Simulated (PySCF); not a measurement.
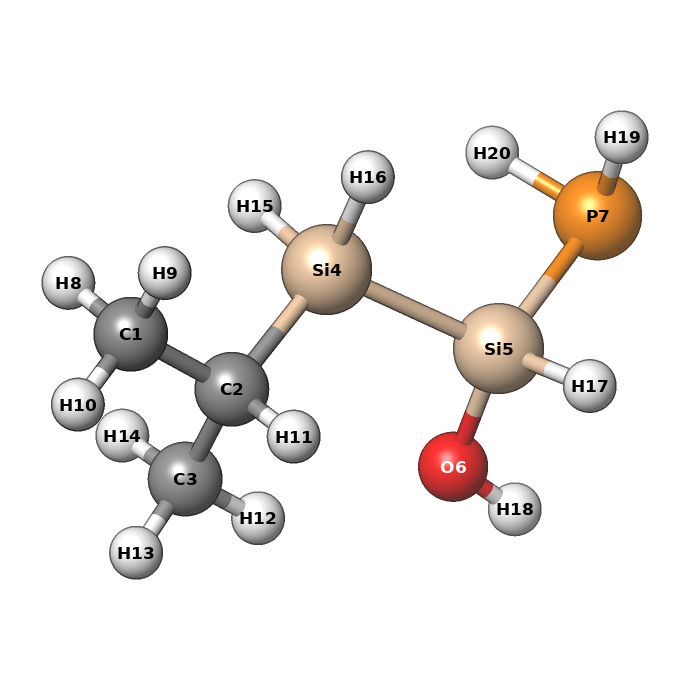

Computed geometry: PBE0-D3(BJ)/def2-SVP optimisation. No frequency run is at hand to confirm it as a minimum. Electric field gradients from the ground-state density, PBE0/pcSseg-1 (PySCF 2.14.0), non-relativistic apart from any core potentials.

Give the largest field-gradient component, the quadrupole coupling constant and the asymmetry for 17O at O6 (Q = −25.6 mb), 2H at H8 (Q = 2.86 mb), 2H at H9 (Q = 2.86 mb), 2H at H10 (Q = 2.86 mb), 2H at H11 (Q = 2.86 mb).

```
atom  V_zz (a.u.)  e²qQ/h (MHz)     η
  O6        1.488         −8.95  0.66
  H8        0.288         0.193  0.03
  H9        0.291         0.196  0.03
 H10        0.288         0.194  0.02
 H11        0.282         0.190  0.02
```
